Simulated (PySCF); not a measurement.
System: C4H10O2SSi2.

Input

```
{"job": {"kind": "nmr", "xc": "PBE0", "basis": "pcSseg-1"}, "charge": 0, "multiplicity": 1}
C     -2.777683     0.502753    -0.750989
C     -2.752355     0.013799     0.473011
C     -1.716944    -0.928677     1.009435
O     -0.717232    -1.271246     0.046018
C      0.370927    -0.522199    -0.024714
O      0.594524     0.418193     0.709951
Si     1.534723    -1.126558    -1.414591
S      3.313465    -0.024928    -1.179604
Si     2.956233     1.514338     0.351012
H     -2.030617     0.245542    -1.483619
H     -3.548293     1.181127    -1.071259
H     -3.508607     0.276793     1.199570
H     -1.229496    -0.476755     1.882875
H     -2.181879    -1.874612     1.304494
H      1.760130    -2.550387    -1.218194
H      0.872235    -0.838858    -2.682396
H      2.877160     0.876176     1.651457
H      4.254092     2.178929     0.231185
H      1.919813     2.415822    -0.114504
```

Run with:

```sh
OMP_NUM_THREADS=1 python probes_run.py task.json out
```

Geometry: GFN2-xTB.

Theory: PySCF 2.14.0, PBE0/pcSseg-1, SCF density, gas phase, non-relativistic.

### What can the converged electron density and electron localisation function tell about the bonding?

C–O (1.21 Å): ρ at the midpoint is about 3.3 e/Å³; the ELF peaks at about 0.85 between the atoms (a short, multiple covalent bond).
C–Si (1.91 Å): ρ at the midpoint is about 0.93 e/Å³; the ELF peaks at about 1 between the atoms; a shared electron pair.
Si–S (2.11 Å): ρ is about 0.88 e/Å³ halfway; the ELF peaks at about 0.90 between the atoms, as expected for a covalent bond.
C–O (1.32 Å): ρ is about 2.5 e/Å³ halfway; the ELF peaks at about 0.85 between the atoms; a shared but strongly polarised pair.

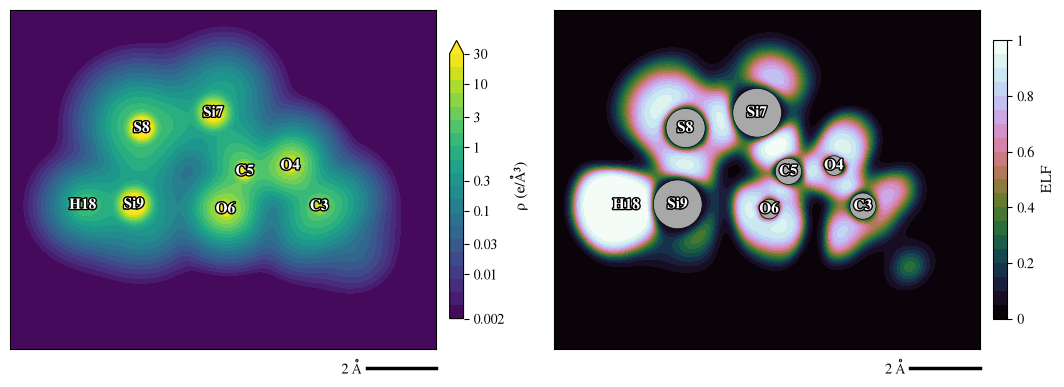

Computed electron density and electron localisation function on the plane of atoms S8, Si9 and H18, in this order. Grey discs cover the atomic cores in the ELF map. 
